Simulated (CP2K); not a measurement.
Consider 3-nitrosofuran at its PBE geometry (Å).

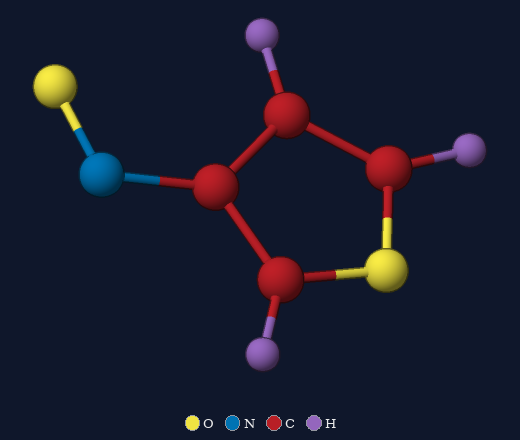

The molecule (oxygen yellow, nitrogen blue, carbon red, hydrogen purple).

```xyz
10

O     2.6913   -0.7030    0.1459
N     2.0671    0.2760   -0.2976
C     0.6706    0.1782   -0.1419
C    -0.1469   -0.8556    0.4418
C    -1.4250   -0.4187    0.3229
O    -1.4645    0.8284   -0.3039
C    -0.1848    1.1715   -0.5766
H     0.2065   -1.7812    0.8798
H    -2.3931   -0.8160    0.6031
H    -0.0212    2.1205   -1.0734
```

Method: CP2K XAS_TDP, all-electron GAPW, PBEh(45%), aug-cc-pVDZ, TDA, no relativity.

Where do the C K-edge lines lie, and how strong are they?

Leading lines: C3 283.37 eV, C4 281.49 eV, C5 282.77 eV and C7 281.83 eV. The leading line of an atom is its first one with 35 % of the strongest within 2.5 eV of its lowest line over the strength cut. 

The first six lines of each atom with a strength over 0.0015:

```
                     atom  energy (eV)  states  strength, one atom
 C3 (bonded to 2 C and N)       281.56       1              0.0060
                                283.37       1              0.0374
                                285.20       1              0.0193
                                286.27       1              0.0092
                                286.87       1              0.0037
                                287.86       1              0.0054
 C4 (bonded to 2 C and H)       281.49       1              0.0392
                                282.74       1              0.0073
                                284.92       1              0.0084
                                285.59       1              0.0095
                                285.77       1              0.0058
                                286.15       1              0.0027
C5 (bonded to C, O and H)       282.77       1              0.0546
                                285.96       1              0.0282
                                286.43       1              0.0198
                                287.17       1              0.0037
                                287.48       1              0.0020
                                287.57       1              0.0051
C7 (bonded to C, O and H)       281.83       1              0.0541
                                285.63       1              0.0033
                                286.52       1              0.0207
                                287.16       1              0.0161
                                287.63       1              0.0060
                                288.30       1              0.0089
```

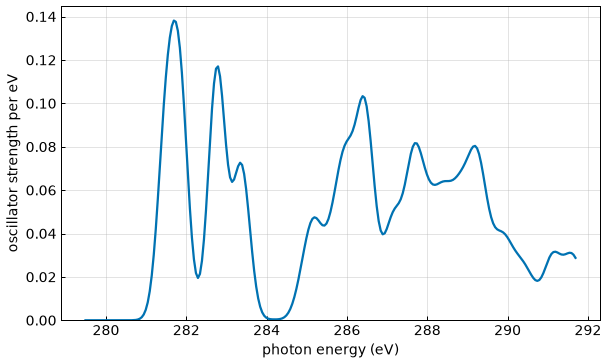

All atoms added, broadened by 0.5 eV.

Lines are vertical, at one geometry, with no vibrational structure. Without a correction of the core level, line positions, and the gaps between valence and Rydberg lines, follow the share of exact exchange. At this level such K lines come out 3 to 6 eV under measured ones. These values hold no scalar relativity, about 0.1 eV for C 1s. Rydberg lines, and the discretised continuum above threshold, depend on the basis and the box.

[Banner, clock and machine lines of the logs are left out without a mark of their own.]

[Logs are printed without paths, hosts, clocks, repeated set-up lines and the standing remarks that a program may print on its own settings, such as how far it seeks lower states.]

[Hosts, paths, dates, database ids (printed as entryN), source tags and the programs' standing remarks are cut or masked in the printed files.]
